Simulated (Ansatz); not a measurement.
# What CaGeS3 (model cell, started as cubic perovskite with Ge in the octahedra) distorts into

Aim: this structure of CaGeS3 (model cell, started as cubic perovskite with Ge in the octahedra) is to be tested for unstable modes, and one is followed downhill.

Method: DFT PBEsol, scalar-relativistic, plane waves, PAW; PAW set soft_1, in Ansatz 0.2.0.

The structure was built from a prototype and need not be the compound's stable phase.

**1. The structure**

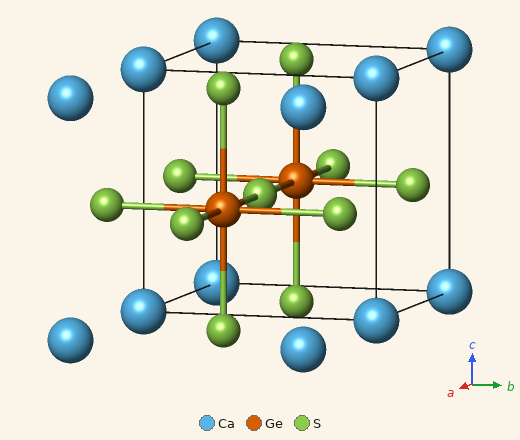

The starting structure, seen slightly off an axis (calcium blue, germanium orange, sulfur green). 2×1×1 cells are drawn. Some periodic images of atoms are drawn too.

**2. Phonons on a q mesh**

The cell comes from relaxations at this level that are not shown. Stability and thermal properties need the whole zone. Linear response on a 4×4×4 q mesh gives force constants as far as a supercell of that size would.

input.yaml reads:

```yaml
crystal:
  lattice:
    - [4.7007771819, 0.0, 0.0]
    - [0.0, 4.7007771819, 0.0]
    - [0.0, 0.0, 4.7007771819]
  atoms:
    - { symbol: Ca, position: [0.0, 0.0, 0.0] }
    - { symbol: Ge, position: [0.5, 0.5, 0.5] }
    - { symbol: S, position: [0.5, 0.5, 0.0] }
    - { symbol: S, position: [0.5, 0.0, 0.5] }
    - { symbol: S, position: [0.0, 0.5, 0.5] }
kpoints:
  mp_grid: { grid: [8, 8, 8] }
hamiltonian:
  xc: pbesol
  pseudopotentials: { kind: paw, azcp: { folder: soft_1 }, xc_functional: pbe }
scf:
  occupations: { method: methfessel_paxton, width: 0.2 }
output:
  eigenvalues: true
phonons:
  method: dfpt
  qmesh: [4, 4, 4]
  temperatures: { t_max: 1000, t_step: 50 }
  qpath:
    path:
      - [[0.0, 0.0, 0.0], [0.0, 0.5, 0.0], [0.5, 0.5, 0.0], [0.0, 0.0, 0.0], [0.5, 0.5, 0.5], [0.0, 0.5, 0.0]]
      - [[0.5, 0.5, 0.5], [0.5, 0.5, 0.0]]
    npoints: 10
```

The run is started by

```console
> ansatz run input.yaml --threads 4 --pin off --max-ram 16384MiB --backend cpu --events-out ev --progress --plain --runs-dir out
```

Numbers of over 12 decimals in the logs are rounded to 6 here.

The log of the run:

```text
Engine: ansatz 0.2.0, aarch64-unknown-linux-gnu
Pseudopotentials: kind: paw
Pseudopotential: Ca, paw, valence charge 10, recommended cutoff 420 eV (normal), soft_1/Ca.paw.azcp
Pseudopotential: Ge, paw, valence charge 14, recommended cutoff 420 eV (normal), soft_1/Ge.paw.azcp
Pseudopotential: S, paw, valence charge 6, recommended cutoff 420 eV (normal), soft_1/S.paw.azcp
Functional definition: PBEsol
  exchange = pbesol_x
  correlation = pbesol_c
Crystal: 5 atoms, lattice volume = 103.875 Å³
Basis set: ecut = 420 eV, 2007 PW (Γ), exchange–correlation on 64×64×64 points (8 copies of the dense FFT grid, shifted against one another)
Bands: 26, of which v1, the nominal top of the filled ones, is band 21 counted from 1 (20 counted from 0)
Symmetry: 48 space group operations
k-points: 35 of 512
Non-local potential: Ca, projectors of the file, l = 0: 3, l = 1: 2, l = 2: 2
Non-local potential: Ge, projectors of the file, l = 0: 2, l = 1: 2, l = 2: 3, l = 3: 1
Non-local potential: S, projectors of the file, l = 0: 2, l = 1: 2, l = 2: 1
PAW form: soft (Blöchl's): semilocal exchange-correlation on the pseudo side does not see the compensation charge
PAW frozen core: Ca, regenerated for the run's functional, and the local potential with it (the file was generated under x = pbe(κ = 0.804, μ = 0.219515), c = pbe(β = 0.066725))
PAW frozen core: Ge, regenerated for the run's functional, and the local potential with it (the file was generated under x = pbe(κ = 0.804, μ = 0.219515), c = pbe(β = 0.066725))
PAW frozen core: S, regenerated for the run's functional, and the local potential with it (the file was generated under x = pbe(κ = 0.804, μ = 0.219515), c = pbe(β = 0.066725))
PAW one-centre angular grid: Ca, 110 points (default); XC on 64 Gauss nodes
PAW one-centre angular grid: Ge, 590 points (default); XC on 64 Gauss nodes
PAW one-centre angular grid: S, 110 points (default); XC on 64 Gauss nodes
Initial density: superposition of atomic densities (chi_scale 0.1, normalization cell, long waves kept (reshape's long-wave potential 0.01 eV rms))
Initial wavefunctions: pseudopotential atomic-orbital guess
Functional: x = pbesol(κ = 0.804, μ = 0.123457), c = pbesol(β = 0.046)
SCF iter   1: F=—  HF=-8706.219846 eV  |F-HF|=—  |Δ(HF+E_count)|=         —  Δρ=3.86e-2  dr2=2.77e0  ethr=3.10e-3  ⟨swp⟩=8.4  Hψ=4790  notcnv=0
preconditioner: auto → Kerker (q_TF=auto, 2.346 Å⁻¹)  [metal: Δε(μ)=0.013 eV  Ē_g=7.310 eV  σ=0.200 eV  W_gap=0.06  n_scr=26 (ndim 8)  ℏωp=17.8 eV  f_vac=0.000  D(μ)=2.32/eV (n_scr^D=18)]
SCF iter   2: F=—  HF=-8705.569727 eV  |F-HF|=—  |Δ(HF+E_count)|=   6.50e-1  S|Δr|=    0.00e0  Δρ=2.03e-2  dr2=8.42e-1  ethr=3.10e-3  ⟨swp⟩=3.0  Hψ=1998  notcnv=0  defer=19
SCF iter   3: F=—  HF=-8705.312464 eV  |F-HF|=—  |Δ(HF+E_count)|=   2.57e-1  S|Δr|=    0.00e0  Δρ=5.14e-3  dr2=7.56e-2  ethr=2.01e-3  ⟨swp⟩=3.3  Hψ=2300  notcnv=0  defer=19
SCF iter   4: F=—  HF=-8705.290746 eV  |F-HF|=—  |Δ(HF+E_count)|=   2.17e-2  S|Δr|=    0.00e0  Δρ=1.85e-3  dr2=7.30e-3  ethr=1.80e-4  ⟨swp⟩=2.2  Hψ=1855  notcnv=0  defer=18
SCF iter   5: F=—  HF=-8705.287241 eV  |F-HF|=—  |Δ(HF+E_count)|=   3.51e-3  S|Δr|=    0.00e0  Δρ=1.09e-3  dr2=1.96e-3  ethr=1.74e-5  ⟨swp⟩=2.0  Hψ=1561  notcnv=0  defer=18
SCF iter   6: F=—  HF=-8705.286797 eV  |F-HF|=—  |Δ(HF+E_count)|=   4.44e-4  S|Δr|=    0.00e0  Δρ=3.66e-4  dr2=3.10e-4  ethr=4.67e-6  ⟨swp⟩=2.3  Hψ=1543  notcnv=0  defer=17
SCF iter   7: F=—  HF=-8705.286749 eV  |F-HF|=—  |Δ(HF+E_count)|=   4.77e-5  S|Δr|=    0.00e0  Δρ=7.53e-5  dr2=1.26e-5  ethr=7.38e-7  ⟨swp⟩=2.9  Hψ=1643  notcnv=0  defer=17
SCF iter   8: F=—  HF=-8705.286752 eV  |F-HF|=—  |Δ(HF+E_count)|=   2.10e-6  S|Δr|=    0.00e0  Δρ=1.16e-5  dr2=2.60e-7  ethr=3.01e-8  ⟨swp⟩=2.1  Hψ=1390  notcnv=0  defer=17
SCF iter   9: F=—  HF=-8705.286750 eV  |F-HF|=—  |Δ(HF+E_count)|=   1.41e-6  S|Δr|=    0.00e0  Δρ=2.38e-6  dr2=8.99e-9  ethr=6.20e-10  ⟨swp⟩=2.5  Hψ=1659  notcnv=0  defer=17
SCF iter  10: F=—  HF=-8705.286750 eV  |F-HF|=—  |Δ(HF+E_count)|=  5.84e-10  S|Δr|=    0.00e0  Δρ=5.57e-7  dr2=3.81e-10  ethr=2.14e-11  ⟨swp⟩=2.0  Hψ=1595  notcnv=0  defer=17
SCF iter  11: F=—  HF=-8705.286750 eV  |F-HF|=—  |Δ(HF+E_count)|=  1.82e-11  S|Δr|=    0.00e0  Δρ=1.88e-7  dr2=5.01e-11  ethr=1.00e-12  ⟨swp⟩=2.7  Hψ=1480  notcnv=0  defer=17
SCF iter  12: F=-8705.286750 eV  HF=-8705.286750 eV  |F-HF|=0.00e0  |Δ(HF+E_count)|=  3.64e-12  S|Δr|=    0.00e0  Δρ=4.70e-8  dr2=3.37e-12  ethr=1.00e-12  ⟨swp⟩=11.5  Hψ=5292  notcnv=0
SCF 1 converged in 12 iterations: F = -8705.286750 eV  dr2 = 3.37e-12
  greatest PAW one-centre occupation: 0.999 electrons in one spin orbital (limit 2), on the Ge atom at site 1 (counted from 0), in its partial waves of l = 2
Initial density: read from a saved state, or passed on in memory by an earlier SCF of this step, an earlier step, the calling program or the single point that the run made first
iter 1 solved again at ethr=4.76e-7 eV; its pass at ethr=3.10e-3 eV (dr2=2.00e-4 eV) is discarded
SCF iter   1: F=—  HF=-8705.286754 eV  |F-HF|=—  |Δ(HF+E_count)|=         —  Δρ=6.98e-7  dr2=8.34e-10  ethr=4.76e-7  ⟨swp⟩=3.9  Hψ=7384  notcnv=0
eigensolver tolerance schedule: the retry pair's looser diagonalisation over-reported the residual by 239542.62 of it (diagonalisation noise at an unbounded share of the residual, at the tolerance the schedule requests for it); recorded, not acted on — ethr = c·dr2/N_el stays at c = 1.0e-1
preconditioner: auto → Kerker (q_TF=auto, 2.346 Å⁻¹)  [metal: Δε(μ)=0.019 eV  Ē_g=8.677 eV  σ=0.200 eV  W_gap=0.08  n_scr=26 (ndim 8)  ℏωp=17.8 eV  f_vac=0.000  D(μ)=3.04/eV (n_scr^D=18)]
SCF iter   2: F=—  HF=-8705.286750 eV  |F-HF|=—  |Δ(HF+E_count)|=   3.58e-6  S|Δr|=    0.00e0  Δρ=3.79e-7  dr2=2.25e-10  ethr=1.99e-12  ⟨swp⟩=4.8  Hψ=2981  notcnv=0
SCF iter   3: F=—  HF=-8705.286750 eV  |F-HF|=—  |Δ(HF+E_count)|=  5.46e-11  S|Δr|=    0.00e0  Δρ=2.20e-7  dr2=7.14e-11  ethr=1.00e-12  ⟨swp⟩=1.1  Hψ=914  notcnv=0
SCF iter   4: F=—  HF=-8705.286750 eV  |F-HF|=—  |Δ(HF+E_count)|=  1.82e-11  S|Δr|=    0.00e0  Δρ=1.25e-7  dr2=2.35e-11  ethr=1.00e-12  ⟨swp⟩=1.0  Hψ=910  notcnv=0
SCF iter   5: F=-8705.286750 eV  HF=-8705.286750 eV  |F-HF|=3.64e-12  |Δ(HF+E_count)|=  3.64e-12  S|Δr|=    0.00e0  Δρ=4.92e-8  dr2=3.77e-12  ethr=1.00e-12  ⟨swp⟩=4.9  Hψ=2704  notcnv=0
SCF 2 converged in 5 iterations: F = -8705.286750 eV  dr2 = 3.77e-12
phonons: the bands overlap, so this run is a metal and interpolates without the dipole-dipole term. If the crystal is really an insulator or semiconductor, its LO-TO splitting is missing
NSCF: frozen V_eff on 35 k-points
NSCF: frozen V_eff on 125 k-points
DFPT response loops at q = (0, 0, 0) (fractional): preconditioner auto → Kerker (q_TF=auto, 2.346 Å⁻¹) (partly filled bands, converged f_vac=0.000); β = 1.00, the filter's whole step (`scf.mixing.beta` (0.50) is not read by the response loops under this deck's `scf.mixing.preconditioner`; to damp them name `kerker` or `kerker_dos`, under which they read `scf.mixing.beta`, and type it under 1.00, their step now; both keys bind the ground state too); Broyden in place of MSR1
NSCF: frozen V_eff on 400 k-points
DFPT response loops at q = (0, 0, 0.25) (fractional): mixed as the last ones told, above
NSCF: frozen V_eff on 250 k-points
DFPT response loops at q = (0, 0, -0.5) (fractional): mixed as the last ones told, above
NSCF: frozen V_eff on 640 k-points
DFPT response loops at q = (0, 0.25, 0.25) (fractional): mixed as the last ones told, above
NSCF: frozen V_eff on 400 k-points
DFPT response loops at q = (0, 0.25, -0.5) (fractional): mixed as the last ones told, above
NSCF: frozen V_eff on 250 k-points
DFPT response loops at q = (0, -0.5, -0.5) (fractional): mixed as the last ones told, above
NSCF: frozen V_eff on 1024 k-points
DFPT response loops at q = (0.25, 0.25, 0.25) (fractional): mixed as the last ones told, above
NSCF: frozen V_eff on 640 k-points
DFPT response loops at q = (0.25, 0.25, -0.5) (fractional): mixed as the last ones told, above
NSCF: frozen V_eff on 400 k-points
DFPT response loops at q = (0.25, -0.5, -0.5) (fractional): mixed as the last ones told, above
NSCF: frozen V_eff on 250 k-points
DFPT response loops at q = (-0.5, -0.5, -0.5) (fractional): mixed as the last ones told, above
SCF converged after 12 iterations
Stability not checked: this state was not tested for a lower state beside it, because cold or Methfessel-Paxton smearing, or corrected tetrahedra, fill the levels in a way that the test cannot read (fill_not_monotonic; see scf.lower_state_search)
Free energy (F): -8705.286750 eV
Harris-Foulkes:  -8705.286750 eV  (|F-HF|=0.00e0)
Internal energy: -8705.275340 eV  (E = F + TS)
E sigma→0 (E₀):  -8705.283898 eV
Entropy (-TS):   -0.011410 eV (-2.282 meV/atom)
Fermi energy:    7.280752 eV
--- Per-component energies (eV) ---
  E_band       = -292.122245
  E_kinetic    = 662.866519
  E_local      = -3578.759881  (includes V_loc(G=0)·N_el)
  E_nonlocal   = 415.740226
  E_hartree    = 1537.323911
  E_xc         = -462.056574
  E_vxc        = -471.366434  (∫ρ·V_xc dr)
  E_paw        = -4594.083082  (= ΣΔE_a)
  E_vpaw       = -395.250537  (= ΣTr[D̂ρ^β])
  E_aug_tail   = 0.000009  (compensation charges beyond the density's cutoff)
  E_ewald      = -2687.529049
  E_core_change = 1.222580  (= ΣΔE_core)
  E_smearing   = -0.011410  (= −TS)
  E_closure    = 0.000000  (closes the sum)
  Σ components = -8705.286750   (vs F -8705.286750, Δ=0.00e0)
--- Band table (eV; the first three rows and the last of 35) ---
  k-point 0: bands = [... 17 lower, 6.1709, 6.1709, 6.4299, 6.4299, 6.4299, 10.0417, 10.0417, 10.2605, ... 1 higher]
  k-point 1: bands = [... 17 lower, 6.0324, 6.0324, 6.2548, 6.3569, 6.3569, 10.1601, 10.3113, 10.4442, ... 1 higher]
  k-point 2: bands = [... 17 lower, 5.6649, 5.6706, 6.2183, 6.2615, 6.2615, 10.4650, 10.5854, 10.9119, ... 1 higher]
  k-point 34: bands = [... 17 lower, 6.1094, 7.6934, 7.6934, 7.6934, 9.7036, 9.7036, 9.7036, 9.7245, ... 1 higher]
--- Phonons (Γ-DFPT): 4 representative perturbations + reference (Σ response iterations 12) ---
  ASR residual: 1.023e-5 → 0.000e0 eV/Å²; symmetrization residual: 7.831e-6 eV/Å²
  ASR residual per site (eV/Å²): 1.50e-6 6.16e-6 1.02e-5 1.02e-5 1.02e-5
  Γ frequencies (cm⁻¹): -127.68 -127.68 -127.68 -92.75 -92.75 -92.75 -15.79 -15.79 -15.79 0.00 0.00 0.00 317.78 317.78 317.78
--- Phonons (arbitrary-q DFPT): 10 irreducible q on the 4×4×4 mesh ---
  q = [0.0000, 0.0000, 0.0000] (star 1, of the zone-centre solve; hermiticity 1.61e-6, symmetrization 4.53e-12): -127.68 -127.68 -127.68 -92.75 -92.75 -92.75 -15.79 -15.79 -15.79 -0.00 0.00 0.00 317.78 317.78 317.78
  q = [0.0000, 0.0000, 0.2500] (star 6, 9 solved perturbations in 1560 linear systems a pass and spin channel, the states on 200 of 512 k-point pairs; hermiticity 1.23e-6, symmetrization 2.78e-12): -140.31 -121.85 -121.85 -118.70 -96.69 -96.69 -24.31 -20.05 -20.05 41.26 41.26 133.82 283.74 317.47 317.47
  q = [0.0000, 0.0000, -0.5000] (star 3, 9 solved perturbations in 975 linear systems a pass and spin channel, the states on 125 of 512 k-point pairs; hermiticity 1.74e-6, symmetrization 1.83e-8): -143.98 -130.26 -125.00 -125.00 -96.63 -96.63 -33.91 -33.91 12.01 49.48 49.48 200.84 309.26 318.76 318.76
  q = [0.0000, 0.2500, 0.2500] (star 12, 9 solved perturbations in 2460 linear systems a pass and spin channel, the states on 320 of 512 k-point pairs; hermiticity 1.16e-6, symmetrization 8.11e-14): -159.82 -134.98 -115.38 -114.70 -99.76 -80.97 -28.05 -25.41 30.79 55.73 139.08 145.02 274.06 310.41 317.03
  q = [0.0000, 0.2500, -0.5000] (star 12, 15 solved perturbations on 200 of 512 k-point pairs; hermiticity 1.48e-6, symmetrization 1.06e-7): -165.42 -155.34 -125.96 -118.94 -96.62 -40.49 -8.39 31.57 60.80 66.20 147.91 205.92 281.68 318.52 326.78
  q = [0.0000, -0.5000, -0.5000] (star 3, 9 solved perturbations in 975 linear systems a pass and spin channel, the states on 125 of 512 k-point pairs; hermiticity 1.03e-6, symmetrization 8.80e-9): -165.51 -165.51 -156.90 -107.41 -107.41 -46.79 55.32 55.32 65.02 105.77 210.65 210.65 274.03 316.23 319.51
  q = [0.2500, 0.2500, 0.2500] (star 8, 4 solved perturbations in 1376 linear systems a pass and spin channel, the states on 512 of 512 k-point pairs; hermiticity 1.14e-6, symmetrization 3.57e-12): -154.55 -154.55 -150.38 -104.51 -104.51 -59.08 -14.92 59.04 59.04 143.91 143.91 154.48 277.53 277.53 340.76
  q = [0.2500, 0.2500, -0.5000] (star 12, 9 solved perturbations in 2460 linear systems a pass and spin channel, the states on 320 of 512 k-point pairs; hermiticity 1.49e-6, symmetrization 5.87e-8): -166.48 -165.85 -149.00 -103.39 -102.11 -69.28 71.96 82.71 85.98 147.92 155.86 210.19 276.98 282.36 354.58
  q = [0.2500, -0.5000, -0.5000] (star 6, 9 solved perturbations in 1560 linear systems a pass and spin channel, the states on 200 of 512 k-point pairs; hermiticity 1.03e-6, symmetrization 3.92e-8): -167.11 -167.11 -161.57 -103.59 -103.59 -80.76 94.97 94.97 110.30 155.29 214.71 214.71 270.69 273.04 360.33
  q = [-0.5000, -0.5000, -0.5000] (star 1, 4 solved perturbations in 350 linear systems a pass and spin channel, the states on 125 of 512 k-point pairs; hermiticity 7.40e-7, symmetrization 5.10e-9): -166.86 -166.86 -166.86 -101.96 -101.96 -101.96 114.80 114.80 114.80 219.98 219.98 219.98 268.35 268.35 375.92
  sum rule: each row above includes the acoustic sum rule's correction from the zone centre's row sums; it moved no ω² by more than (0.29 cm⁻¹)²
  mesh force constants: q→R imaginary residual 5.80e-19; ASR residual 1.023e-5 → 0.000e0 eV/Å²; symmetrization residual 1.599e-14 eV/Å²
  interpolated dispersion: 62 rows × 15 modes
  density of states and harmonic sums: on the 16×16×16 q-mesh, interpolated from the force constants of a 4×4×4 supercell (no non-analytic term)
  largest difference from the sums on the solved wave vectors: F 7.45e-2 eV, S 9.65e-5 and C_V 2.20e-5 eV/K
  zero-point energy: 0.090775 eV/cell   skipped modes (ω ≤ 0): 1158, of them read as no rigid motion or as one in doubt: 1155 (6.900e0 modes/cell left out, lowest -167.40 cm⁻¹)   left out of the sums: 4.60e-1 of the cell's modes: C_V's classical limit lies that fraction below 3 k_B per atom; for a crystal, a wire or a layer, F and S can be off by more, and a phonons.interpolated_qmesh denser along its periods is the remedy for the sampling
```

Wall time 18 min (4 threads of Arm Neoverse V1, shared host); peak memory 3.1 GiB.

In the SCF lines HF is the Harris–Foulkes energy and dr2 the Hartree energy of the density residual, in eV; the loop may stop once dr2 is under the threshold and the program's other checks hold. Hψ counts applications of the Hamiltonian.

This step gave:

- volume per atom: 20.77 Å³
- gap on the k-mesh: 0 eV
- sum-rule residual before enforcement: 1.02e-5 eV/Å²
- lowest frequency on the path: -167.4 cm⁻¹
- point group: m-3m
- highest frequency on the path or at a solved wavevector: 375.9 cm⁻¹
- highest optical mode at the zone centre (no LO-TO term): 317.8 cm⁻¹
- lowest optical zone-centre mode: -127.7 cm⁻¹
- lowest mode on the q mesh (acoustic modes at Γ apart): -167.1 cm⁻¹

Frequencies (cm⁻¹) solved at each irreducible wavevector; negative means imaginary. Frequencies by wavevector, by row:

```
q in reciprocal lattice units  star  mode 1  mode 2  mode 3  mode 4  mode 13  mode 14  mode 15
                        0 0 0     1  -127.7  -127.7  -127.7   -92.8    317.8    317.8    317.8
                     0 0 0.25     6  -140.3  -121.8  -121.8  -118.7    283.7    317.5    317.5
                     0 0 -0.5     3    -144  -130.3    -125    -125    309.3    318.8    318.8
                  0 0.25 0.25    12  -159.8    -135  -115.4  -114.7    274.1    310.4      317
                  0 0.25 -0.5    12  -165.4  -155.3    -126  -118.9    281.7    318.5    326.8
                  0 -0.5 -0.5     3  -165.5  -165.5  -156.9  -107.4      274    316.2    319.5
               0.25 0.25 0.25     8  -154.6  -154.6  -150.4  -104.5    277.5    277.5    340.8
               0.25 0.25 -0.5    12  -166.5  -165.8    -149  -103.4      277    282.4    354.6
               0.25 -0.5 -0.5     6  -167.1  -167.1  -161.6  -103.6    270.7      273    360.3
               -0.5 -0.5 -0.5     1  -166.9  -166.9  -166.9    -102    268.4    268.4    375.9
```

Interpolated from a 4×4×4 q mesh. Phonon branches along the path, in cm⁻¹:

| point | branch 1 | branch 2 | branch 3 | branch 4 | branch 12 | branch 13 | branch 14 | branch 15 |
| --- | --- | --- | --- | --- | --- | --- | --- | --- |
| Γ | -128 | -128 | -128 | -93 | 0 | 318 | 318 | 318 |
| X | -144 | -130 | -125 | -125 | 201 | 309 | 319 | 319 |
| M | -166 | -166 | -157 | -107 | 211 | 274 | 316 | 320 |
| Γ | -128 | -128 | -128 | -93 | 0 | 318 | 318 | 318 |
| R | -167 | -167 | -167 | -102 | 220 | 268 | 268 | 376 |
| X | -144 | -130 | -125 | -125 | 201 | 309 | 319 | 319 |
| jump to R | -167 | -167 | -167 | -102 | 220 | 268 | 268 | 376 |
| M | -166 | -166 | -157 | -107 | 211 | 274 | 316 | 320 |

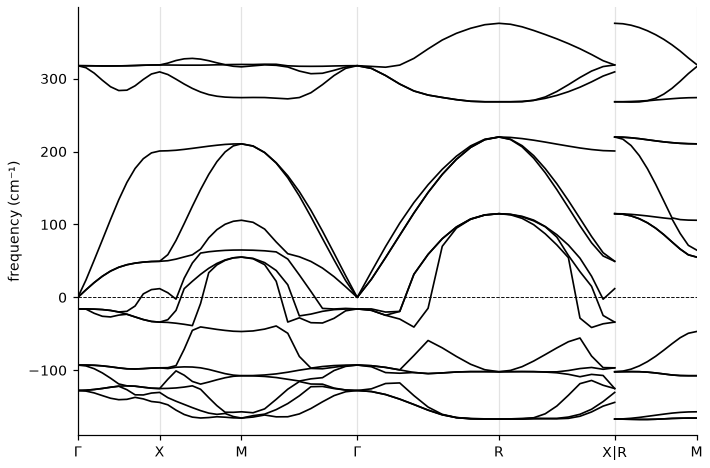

Phonon branches along the path.

Symmetry leaves 10 wavevectors to solve. The lowest mode among them, the acoustic zeros apart, lies at q = (0.25, -0.5, -0.5) and is imaginary, 167.1i cm⁻¹, so the energy falls along it.

(Part 1 of 3 ends here.)

[Logs are printed without paths, hosts, clocks, repeated set-up lines and the standing remarks that a program may print on its own settings, such as how far it seeks lower states.]

[Hosts, paths, dates, database ids (printed as entryN), source tags and the programs' standing remarks are cut or masked in the printed files.]
